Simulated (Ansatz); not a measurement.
**Profile along the Ir–Ir line in Ir (fcc, Cu type)**

Ir (fcc, Cu type)

Space group Fm-3m (No. 225); a = b = c = 3.871 Å, α = β = γ = 90.00°

```tsv
atom	site	symmetry	x	y	z
Ir	4a	m-3m	0.0000	0.0000	0.0000
```
(The calculation used a cell of 1 atom; values per cell refer to that cell.)

Fields along a shortest Ir–Ir line of a {110} plane (2.74 Å), from Ir to Ir, interpolated on the slice's grid (step about 0.2 Å). These are PBE (plane waves to 420 eV, PAW, scalar-relativistic; Ansatz, an electronic-structure program) values and carry that method's errors. k mesh 21×21×21. Inside the PAW spheres the values are not all-electron values, and peaks at nuclei hang on which shells count as valence. Ir is run without spin polarisation. Ir was relaxed with its symmetry unable to fall. Spin-orbit coupling is left out, though Ir is heavy. The PAW data are Ansatz's earlier set.

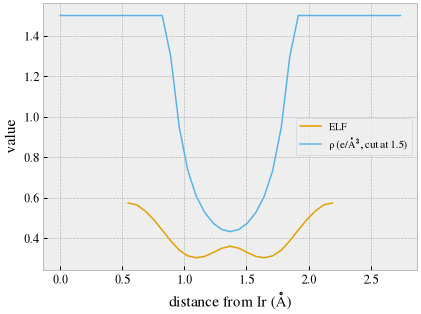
ELF (away from the nuclei) and valence density from Ir to Ir.

Density on the Ir–Ir line (2.74 Å) at its midpoint: 0.43 e/Å³. ELF at that point: 0.36.
